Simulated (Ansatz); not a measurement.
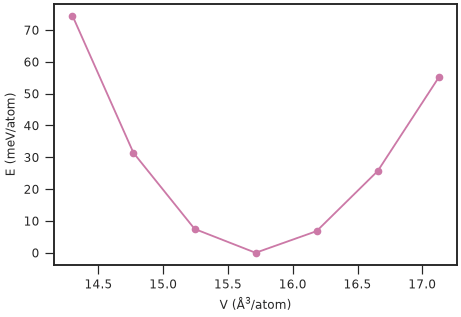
Fig. 1. ZrNi in space group Cmcm (No. 63; Zr on 4c, Ni on 4c) under volume change, DFT-LDA in the program Ansatz with PAW potentials, shape and atoms relaxed at each volume.

### Question
What does a third-order Birch–Murnaghan fit give for V₀, B₀ and B′?

### Answer
V₀ = 15.71 Å³/atom, B₀ = 160 GPa, B′ = 4.0.

The first step of the workflow began from a Materials Project structure, measured or hypothetical; the Crystallography Open Database files this formula in space group No. 63, but the cells were not matched. Its standing as an ambient phase is unchecked. The cell was relaxed with LDA under the symmetry of its start; whether a distortion lowers the energy is not shown. No spin polarisation was allowed.

Potentials: the later of the program's two PAW sets.
